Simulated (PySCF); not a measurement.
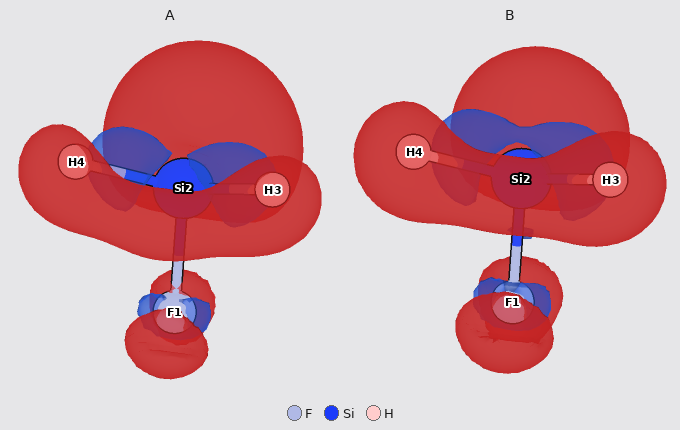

Figure. FH$_{2}$Si, doublet, SMILES `F[SiH2]`. The two Fukui functions at ±0.03 e/Å³ (red positive, blue negative).

Method: B3LYP/def2-SVP; geometry: GFN2-xTB; program: PySCF. No frequency check shows the geometry to be a minimum. GFN2-xTB doesn't know the spin state, so this open-shell geometry is rough.

**Which panel is f⁻ (electron removed) and which f⁺ (electron added)?**

A is f⁺, B is f⁻. f⁻ (Hirshfeld-condensed) is largest on Si2 (0.62); the vertical ionisation energy is 8.95 eV (to the singlet cation, which needn't be its lowest state). f⁺ (Hirshfeld-condensed) is largest on Si2 (0.69); the vertical electron affinity is 0.19 eV (to the singlet anion, which needn't be its lowest state; the anion's highest orbital has positive energy, so this value and f⁺ depend on the basis).
